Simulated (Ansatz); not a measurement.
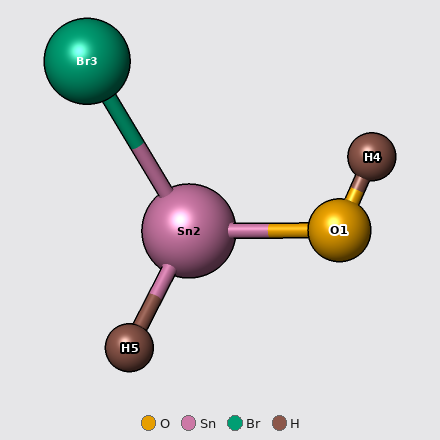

The system is BrH₂OSn, SMILES [OH][SnH][Br], spin multiplicity 2; the picture shows the reference structure. First axis: bond length Sn2–Br3. Second axis: angle Br3–Sn2–O1. Nothing is relaxed (all other coordinates rigid). Grid: 11 × 11 points. Energies are in kcal/mol, from the relaxed molecule at the same level. All numbers below come from UKS PBE-D4/def2-SVP in Ansatz.

Its coordinates:

| atom | x (Å) | y (Å) | z (Å) |
| --- | --- | --- | --- |
| O | -1.3442 | 0.3801 | -0.3773 |
| Sn | 0.6606 | 0.1494 | -0.5255 |
| Br | 1.3080 | -1.7742 | 1.0356 |
| H | -1.8025 | -0.4844 | -0.3912 |
| H | 1.2280 | 1.6555 | 0.2170 |

Range: bond length Sn2–Br3 from 2.151 to 3.329 Å; angle Br3–Sn2–O1 from 62 to 152°.

Q: Predict the map.

A: The lowest grid point is at bond length Sn2–Br3 = 2.504 Å, angle Br3–Sn2–O1 = 107°, 0.37 kcal/mol from the relaxed molecule at the same level. No other kind of well shows on this grid. The highest grid point, bond length Sn2–Br3 = 2.151 Å, angle Br3–Sn2–O1 = 62°, lies 100.2 kcal/mol above the lowest. Round the minimum the two coordinates are nearly uncoupled.

```tsv
angle Br3–Sn2–O1 ↓, bond length Sn2–Br3 →	2.151	2.269	2.386	2.504	2.622	2.740	2.858	2.975	3.093	3.211	3.329
152	51.2	30.7	19.4	14.0	12.5	13.4	15.7	18.8	22.2	25.6	28.9
143	45.2	25.4	14.7	9.9	8.9	10.2	13.0	16.4	20.2	23.9	27.5
134	39.9	20.6	10.5	6.1	5.6	7.3	10.5	14.2	18.3	22.3	26.1
125	35.9	16.9	7.1	3.1	2.9	4.9	8.4	12.4	16.7	20.9	25.0
116	33.3	14.5	4.9	1.1	1.0	3.3	6.9	11.1	15.6	20.0	24.1
107	32.5	13.8	4.2	0.4	0.4	2.7	6.4	10.6	15.2	19.6	23.8
98	34.0	15.0	5.2	1.3	1.1	3.3	6.9	11.1	15.5	19.9	24.1
89	38.6	18.9	8.6	4.2	3.6	5.5	8.7	12.6	16.9	21.0	25.0
80	48.2	27.2	15.7	10.2	8.7	9.8	12.3	15.6	19.3	23.1	26.6
71	67.6	43.8	29.7	21.9	18.4	17.7	18.7	20.8	23.5	26.4	29.3
62	100.5	72.0	53.4	41.5	34.3	30.3	28.6	28.4	29.1	30.5	32.2
```

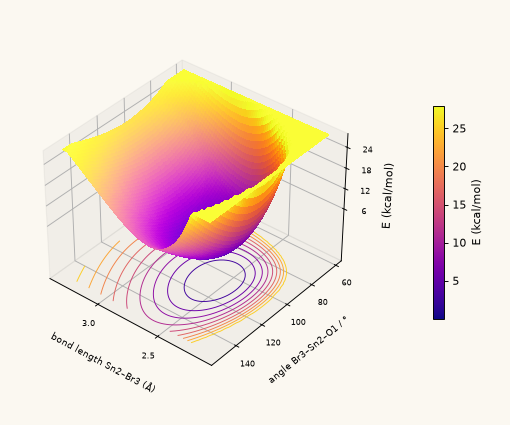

The picture shows a relief with its contours projected below, any walls above the top of the colour scale cut off. Between grid points the surface is interpolated.

Time for the 121 points that were run: 14 min on 1 thread of Arm Neoverse V2, on a shared host.
